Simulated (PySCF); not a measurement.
**C₄H₆F₂: geometry relaxation**

C₄H₆F₂, SMILES FCC1(F)CC1, computed with PBE0-D3(BJ)/def2-SVP geometry optimisation, gas phase (PySCF 2.14.0).

It belongs to a series of runs on one base structure; here: constitutional isomer.

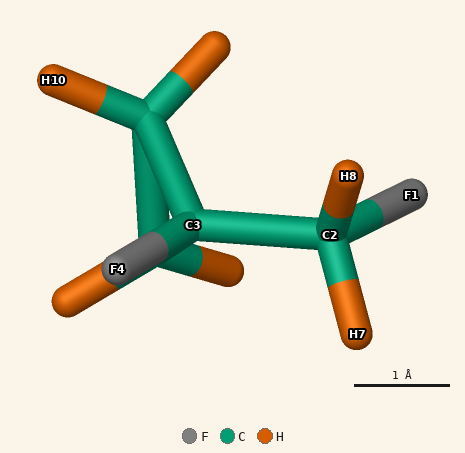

**Figure 1.** The starting structure (stick view, seen at a tilt; atoms are numbered from 1 in the order of the input). Bond lengths as drawn: C–C 1.47 to 1.53 Å, C–F 1.35 to 1.38 Å and C–H 1.07 to 1.11 Å.

Key numbers:

| quantity | value |
| --- | --- |
| outcome | converged |
| total energy | −355.044889 hartree |
| dipole moment | 0.13 D |
| point group | Cs |
| hardware | 1 CPU thread, shared host |
| wall time | 45 s |
| peak memory | 0.48 GiB |

Input file:
```
{"job": {"xc": "PBE0", "basis": "def2-SVP", "d3": "d3bj", "grid": 1, "shake": 0.01, "kind": "geom"}, "charge": 0, "multiplicity": 1}
F      1.503790     0.730540    -1.173670
C      1.465930     0.200710     0.071240
C      0.041720    -0.195080     0.451190
F      0.105450    -0.741500     1.714710
C     -1.136750     0.606960     0.065660
C     -0.916350    -0.746740    -0.525230
H      2.139610    -0.672820     0.055680
H      1.881540     0.960620     0.763440
H     -0.974410     1.487710    -0.523470
H     -1.919740     0.719910     0.820050
H     -0.609140    -0.821880    -1.544420
H     -1.541950    -1.556700    -0.184200
```

The first line tells a small driver script what to run in PySCF; the rest is the geometry in Å.

Run as:
```bash
OMP_NUM_THREADS=1 python <driver script> task.json out
```

Log:
```
step   0  E = -355.04167904  max force = 0.025724
step   1  E = -355.04345862  max force = 0.007406
step   2  E = -355.04448209  max force = 0.004051
step   3  E = -355.04478154  max force = 0.002050
step   4  E = -355.04482014  max force = 0.001067
step   5  E = -355.04484171  max force = 0.000721
step   6  E = -355.04485313  max force = 0.000721
step   7  E = -355.04486231  max force = 0.000851
step   8  E = -355.04487131  max force = 0.000637
step   9  E = -355.04488082  max force = 0.000900
step  10  E = -355.04488707  max force = 0.000669
step  11  E = -355.04488948  max force = 0.000294
optimisation converged
```

Trajectory as extended XYZ (Å, eV, eV/Å), 12 frames, from step=0 to step=11:
```
12
Properties=species:S:1:pos:R:3:forces:R:3 step=0 energy=-9661.17618
F     1.5038    0.7305   -1.1737   -0.2802   0.3653  -0.8214
C     1.4659    0.2007    0.0712   -0.0710  -0.0526   0.1992
C     0.0417   -0.1951    0.4512    1.3228  -0.0448   0.6389
F     0.1055   -0.7415    1.7147   -0.3496   0.1626  -0.4419
C    -1.1367    0.6070    0.0657   -0.3325   0.0485   0.8205
C    -0.9163   -0.7467   -0.5252   -0.0216  -0.1698   0.3687
H     2.1396   -0.6728    0.0557   -0.1719  -0.1679   0.3477
H     1.8815    0.9606    0.7634   -0.2463  -0.2491   0.1631
H    -0.9744    1.4877   -0.5235    0.1594   0.5800  -0.5661
H    -1.9197    0.7199    0.8200   -0.0075  -0.0941   0.0218
H    -0.6091   -0.8219   -1.5444    0.3290  -0.0252  -0.9506
H    -1.5419   -1.5567   -0.1842   -0.3306  -0.3530   0.2200
12
Properties=species:S:1:pos:R:3:forces:R:3 step=1 energy=-9661.22461
F     1.4305    1.1104   -0.9031    0.1134  -0.0539   0.1776
C     1.3424    0.5374    0.3418    0.0115  -0.2644  -0.2617
C     0.0514   -0.2260    0.4402   -0.3808   0.3129  -0.0327
F    -0.0887   -0.7591    1.6796    0.1509  -0.1570   0.3362
C    -1.1781    0.3530   -0.1625    0.0426   0.0269  -0.1817
C    -0.6127   -0.9555   -0.6689    0.0446  -0.0253  -0.1475
H     2.2150   -0.1197    0.5158   -0.0622   0.0434  -0.0928
H     1.3275    1.3200    1.1138    0.0978   0.1448   0.0420
H    -1.0572    1.2462   -0.7835   -0.0209  -0.0762   0.0084
H    -2.0855    0.3125    0.4372   -0.1226  -0.0089   0.0939
H    -0.1564   -0.9932   -1.6630    0.0527   0.0571   0.0843
H    -1.1512   -1.8594   -0.3691    0.0729   0.0005  -0.0259
12
Properties=species:S:1:pos:R:3:forces:R:3 step=2 energy=-9661.25246
F     1.4559    1.0782   -0.9163   -0.0539  -0.0032   0.0109
C     1.3409    0.5303    0.3340    0.0505  -0.0680  -0.0499
C     0.0323   -0.2046    0.4552   -0.1788   0.2083   0.0140
F    -0.0840   -0.7492    1.7002    0.0810   0.0124  -0.0068
C    -1.2072    0.3508   -0.1575    0.0890  -0.0104   0.0120
C    -0.6053   -0.9405   -0.6642   -0.0298  -0.1002   0.0121
H     2.1923   -0.1509    0.5024   -0.0341  -0.0500   0.0268
H     1.3753    1.3337    1.0899    0.0223   0.0050  -0.0086
H    -1.1007    1.2408   -0.7824   -0.0076   0.0181   0.0062
H    -2.1204    0.2981    0.4407    0.0077  -0.0397  -0.0155
H    -0.1254   -0.9575   -1.6461    0.0397   0.0572   0.0283
H    -1.1166   -1.8628   -0.3776    0.0139  -0.0294  -0.0295
12
Properties=species:S:1:pos:R:3:forces:R:3 step=3 energy=-9661.26060
F     1.4487    1.0473   -0.9377    0.0016   0.0255  -0.0353
C     1.3398    0.5250    0.3226    0.0217   0.0364   0.0073
C     0.0213   -0.1818    0.4667   -0.0742   0.0041   0.0720
F    -0.0718   -0.7279    1.7143   -0.0034   0.0434  -0.0512
C    -1.2229    0.3520   -0.1498    0.0641  -0.0126   0.0239
C    -0.5980   -0.9297   -0.6546   -0.0295  -0.1054   0.0262
H     2.1669   -0.1845    0.4937    0.0072  -0.0157   0.0099
H     1.4123    1.3415    1.0630    0.0037  -0.0246  -0.0218
H    -1.1303    1.2439   -0.7741   -0.0259   0.0215   0.0066
H    -2.1402    0.2748    0.4404    0.0328  -0.0020  -0.0113
H    -0.0989   -0.9279   -1.6264    0.0170   0.0346  -0.0033
H    -1.0898   -1.8661   -0.3799   -0.0151  -0.0053  -0.0232
12
Properties=species:S:1:pos:R:3:forces:R:3 step=4 energy=-9661.26166
F     1.4473    1.0422   -0.9487   -0.0068  -0.0003  -0.0077
C     1.3410    0.5255    0.3148    0.0044   0.0102  -0.0010
C     0.0197   -0.1770    0.4698   -0.0023  -0.0171   0.0331
F    -0.0679   -0.7158    1.7198   -0.0029   0.0271  -0.0226
C    -1.2253    0.3504   -0.1452    0.0448   0.0106  -0.0192
C    -0.5987   -0.9318   -0.6488   -0.0144  -0.0549   0.0229
H     2.1640   -0.1892    0.4872    0.0044   0.0004  -0.0053
H     1.4229    1.3448    1.0499   -0.0054  -0.0067  -0.0017
H    -1.1394    1.2429   -0.7700   -0.0256   0.0072   0.0024
H    -2.1402    0.2690    0.4464    0.0071   0.0024   0.0100
H    -0.0970   -0.9247   -1.6195    0.0063   0.0187   0.0019
H    -1.0895   -1.8698   -0.3775   -0.0097   0.0024  -0.0128
12
Properties=species:S:1:pos:R:3:forces:R:3 step=5 energy=-9661.26224
F     1.4393    1.0366   -0.9636   -0.0017  -0.0075   0.0076
C     1.3426    0.5264    0.3036   -0.0064  -0.0073  -0.0083
C     0.0214   -0.1739    0.4727    0.0318  -0.0254  -0.0078
F    -0.0597   -0.7007    1.7269   -0.0029   0.0025   0.0097
C    -1.2252    0.3485   -0.1394    0.0050   0.0225  -0.0371
C    -0.6007   -0.9367   -0.6399   -0.0049   0.0044   0.0205
H     2.1658   -0.1889    0.4740    0.0027   0.0095  -0.0120
H     1.4305    1.3489    1.0338   -0.0026   0.0065   0.0059
H    -1.1485    1.2396   -0.7680   -0.0130  -0.0056  -0.0002
H    -2.1355    0.2676    0.4588   -0.0050  -0.0009   0.0157
H    -0.0998   -0.9267   -1.6112   -0.0010  -0.0003   0.0062
H    -1.0930   -1.8741   -0.3694   -0.0020   0.0017  -0.0004
12
Properties=species:S:1:pos:R:3:forces:R:3 step=6 energy=-9661.26255
F     1.4300    1.0334   -0.9787   -0.0009  -0.0082   0.0087
C     1.3447    0.5279    0.2911   -0.0088  -0.0095  -0.0056
C     0.0249   -0.1720    0.4743    0.0333  -0.0136  -0.0286
F    -0.0492   -0.6871    1.7331   -0.0006  -0.0085   0.0215
C    -1.2247    0.3472   -0.1338   -0.0247   0.0120  -0.0230
C    -0.6044   -0.9423   -0.6295    0.0042   0.0371   0.0093
H     2.1707   -0.1851    0.4569    0.0002   0.0073  -0.0097
H     1.4368    1.3531    1.0176    0.0008   0.0074   0.0053
H    -1.1570    1.2348   -0.7681    0.0019  -0.0098  -0.0015
H    -2.1296    0.2683    0.4731   -0.0055   0.0000   0.0121
H    -0.1072   -0.9340   -1.6027   -0.0040  -0.0139   0.0037
H    -1.0979   -1.8777   -0.3551    0.0040  -0.0003   0.0078
12
Properties=species:S:1:pos:R:3:forces:R:3 step=7 energy=-9661.26280
F     1.4175    1.0304   -0.9980    0.0007  -0.0035   0.0041
C     1.3471    0.5303    0.2746   -0.0050  -0.0047   0.0009
C     0.0301   -0.1695    0.4753    0.0176   0.0073  -0.0302
F    -0.0341   -0.6715    1.7398    0.0008  -0.0125   0.0171
C    -1.2249    0.3457   -0.1265   -0.0357  -0.0059   0.0048
C    -0.6096   -0.9486   -0.6159    0.0069   0.0438  -0.0046
H     2.1770   -0.1796    0.4336   -0.0010   0.0017  -0.0039
H     1.4448    1.3586    0.9971    0.0042   0.0044  -0.0004
H    -1.1672    1.2278   -0.7692    0.0156  -0.0074  -0.0027
H    -2.1224    0.2712    0.4923   -0.0033  -0.0011   0.0021
H    -0.1190   -0.9465   -1.5925   -0.0076  -0.0196  -0.0003
H    -1.1022   -1.8816   -0.3325    0.0068  -0.0027   0.0131
12
Properties=species:S:1:pos:R:3:forces:R:3 step=8 energy=-9661.26305
F     1.4041    1.0278   -1.0200    0.0004   0.0016  -0.0033
C     1.3499    0.5335    0.2555    0.0011   0.0010   0.0062
C     0.0361   -0.1659    0.4755   -0.0030   0.0258  -0.0172
F    -0.0154   -0.6554    1.7457    0.0017  -0.0100   0.0048
C    -1.2262    0.3441   -0.1178   -0.0302  -0.0216   0.0327
C    -0.6161   -0.9548   -0.6002    0.0096   0.0274  -0.0194
H     2.1834   -0.1737    0.4067   -0.0019  -0.0040   0.0025
H     1.4549    1.3652    0.9734    0.0045  -0.0003  -0.0057
H    -1.1777    1.2195   -0.7701    0.0214  -0.0023  -0.0032
H    -2.1152    0.2749    0.5141   -0.0005   0.0015  -0.0079
H    -0.1356   -0.9632   -1.5819   -0.0093  -0.0168  -0.0040
H    -1.1052   -1.8853   -0.3027    0.0064  -0.0024   0.0145
12
Properties=species:S:1:pos:R:3:forces:R:3 step=9 energy=-9661.26331
F     1.3901    1.0247   -1.0448    0.0002   0.0048  -0.0083
C     1.3529    0.5375    0.2338    0.0065   0.0056   0.0077
C     0.0426   -0.1609    0.4750   -0.0202   0.0327   0.0017
F     0.0065   -0.6390    1.7507    0.0016  -0.0046  -0.0086
C    -1.2284    0.3423   -0.1072   -0.0090  -0.0249   0.0463
C    -0.6234   -0.9610   -0.5830    0.0076  -0.0027  -0.0258
H     2.1889   -0.1683    0.3772   -0.0013  -0.0067   0.0063
H     1.4672    1.3730    0.9460    0.0029  -0.0031  -0.0083
H    -1.1878    1.2100   -0.7700    0.0175   0.0027  -0.0026
H    -2.1084    0.2801    0.5382    0.0002   0.0029  -0.0148
H    -0.1570   -0.9830   -1.5711   -0.0085  -0.0063  -0.0053
H    -1.1061   -1.8887   -0.2665    0.0025  -0.0004   0.0118
12
Properties=species:S:1:pos:R:3:forces:R:3 step=10 energy=-9661.26348
F     1.3826    1.0220   -1.0608   -0.0006   0.0034  -0.0072
C     1.3549    0.5400    0.2200    0.0060   0.0046   0.0044
C     0.0464   -0.1570    0.4745   -0.0197   0.0198   0.0111
F     0.0210   -0.6300    1.7525    0.0016   0.0008  -0.0119
C    -1.2302    0.3412   -0.0996    0.0078  -0.0143   0.0344
C    -0.6284   -0.9643   -0.5724    0.0054  -0.0198  -0.0200
H     2.1912   -0.1662    0.3599   -0.0006  -0.0046   0.0053
H     1.4759    1.3784    0.9276    0.0002  -0.0027  -0.0060
H    -1.1923    1.2042   -0.7687    0.0066   0.0038  -0.0015
H    -2.1055    0.2841    0.5525   -0.0009   0.0040  -0.0120
H    -0.1731   -0.9958   -1.5654   -0.0045   0.0028  -0.0033
H    -1.1056   -1.8900   -0.2418   -0.0012   0.0022   0.0065
12
Properties=species:S:1:pos:R:3:forces:R:3 step=11 energy=-9661.26354
F     1.3807    1.0194   -1.0672    0.0000   0.0002  -0.0021
C     1.3557    0.5406    0.2149    0.0021   0.0021   0.0000
C     0.0475   -0.1553    0.4745   -0.0082   0.0029   0.0092
F     0.0266   -0.6275    1.7529    0.0012   0.0017  -0.0069
C    -1.2308    0.3411   -0.0960    0.0100  -0.0012   0.0128
C    -0.6303   -0.9652   -0.5688    0.0018  -0.0151  -0.0088
H     2.1912   -0.1667    0.3550   -0.0001  -0.0009   0.0020
H     1.4797    1.3807    0.9198   -0.0008  -0.0006  -0.0025
H    -1.1923    1.2027   -0.7671   -0.0008   0.0018  -0.0005
H    -2.1053    0.2865    0.5570   -0.0019   0.0023  -0.0051
H    -0.1802   -0.9996   -1.5641   -0.0010   0.0046  -0.0005
H    -1.1054   -1.8900   -0.2326   -0.0024   0.0022   0.0026
```

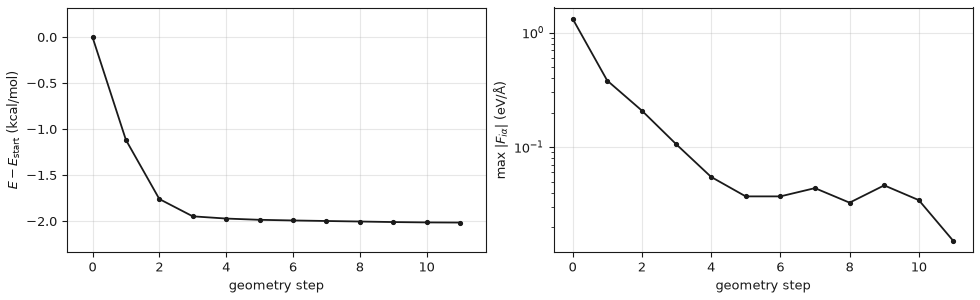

**Figure 2.** Progress of the relaxation, step by step (steps are counted from 0).

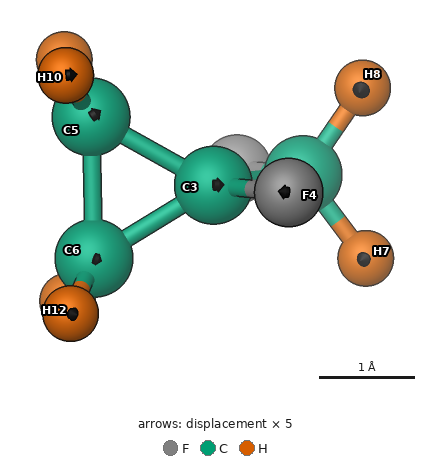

**Figure 3.** The starting structure with the displacements as black arrows, magnified 5 times (ball-and-stick view, seen at a tilt). The two geometries are laid on each other by the best rigid fit. The largest move after the best rigid fit is that of F1, 0.061 Å. By element the largest moves are F 0.061 Å, H 0.037 Å, C 0.026 Å. Among the contacts that change: C2–C3 1.526 → 1.504 Å, C5–H9 1.072 → 1.093 Å, C5–C6 1.493 → 1.514 Å, F1–C2 1.353 → 1.369 Å. Among the angles that change: F1–C2–H7 106.3° → 109.2°, C2–C3–F4 106.7° → 109.6°, F1–C2–H8 107.2° → 109.3°. Over 11 geometry steps the energy falls by 2.01 kcal/mol. Largest force component: 1.3 eV/Å at the start, 0.015 eV/Å at the end. (Atoms are counted from 1 in the order of the input.)
